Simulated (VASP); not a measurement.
Band structure of CaF2 (fluorite). Method: PW91 GGA, VASP's PBE PAW potentials (set 64) (plane waves; VASP 6.6.1).

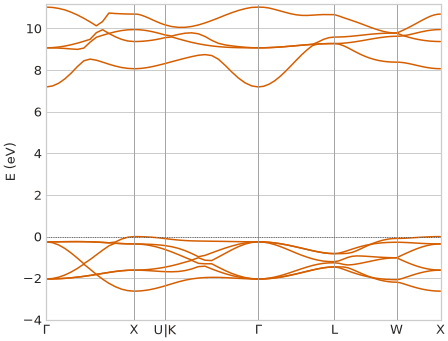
Figure. Bands along high-symmetry lines, zero at the valence-band maximum or, without a gap, the Fermi level

Question: Read the plot: is there a gap, and where are the band edges?

Answer: The gap is indirect, 7.19 eV, from the valence maximum at X to the conduction minimum at Γ. (Edges off the drawn lines would not show.)

Measured: gap 11.80 eV (computed value off by -4.61 eV), as given by E. Cadelano et al., The European Physical Journal B (2011), arXiv:1107.5962.

The compound is CaF2 in the fluorite structure. It was relaxed first.
